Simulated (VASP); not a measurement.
Band structure of CuAu (L1_0). Level of theory: PW91 GGA, VASP's PBE PAW potentials (set 64) (plane waves; VASP).

Unless said otherwise, spin-orbit coupling is left out, though it shifts the bands of the heavy elements here.

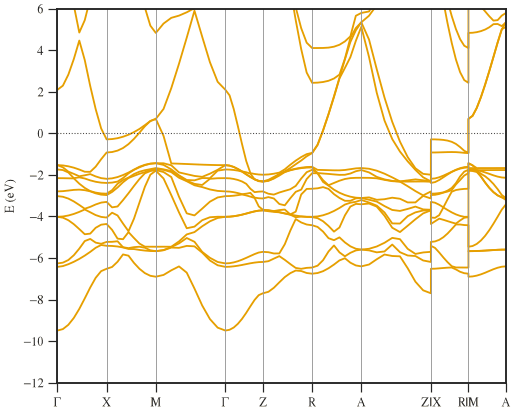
Figure: Bands along high-symmetry lines, zero at the valence-band maximum or, without a gap, the Fermi level

### Question
Read the plot: is there a gap, and where are the band edges?

### Answer
It has no gap at this level: it comes out as a metal or semimetal. (Edges off the drawn lines would not show.)

The compound is CuAu in the L1_0 structure. It was relaxed first.
